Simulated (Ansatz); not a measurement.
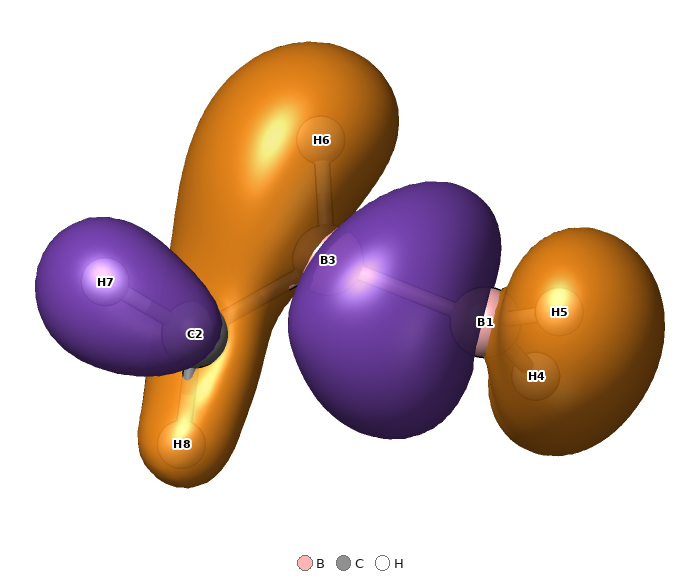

Figure. CH$_{5}$B$_{2}$ (doublet). The HOMO (β) at ±0.08 Å⁻³ᐟ² (orange and purple are the two phases), seen across its widest extent.

Geometry: PBE0-D4/def2-TZVP.

Method: UKS PBE0-D4/def2-TZVPP in Ansatz.

```xyz
8

B    -0.9455    0.8083   -0.7385
C     0.8632   -1.0227    0.4583
B     0.1265    0.2999    0.4038
H    -2.1220    0.5826   -0.6322
H    -0.6250    1.4719   -1.6851
H     0.3415    1.1010    1.2850
H     1.8406   -1.1305    0.9226
H     0.4812   -1.9421    0.0215
```

### Describe this orbital and give its energy.

By Hirshfeld shares it lies mainly on B3 (about 30 %), B1 (about 30 %), H6 (about 10 %), C2 (about 10 %) and H5 (about 5 %). Its energy is −8.17 eV.
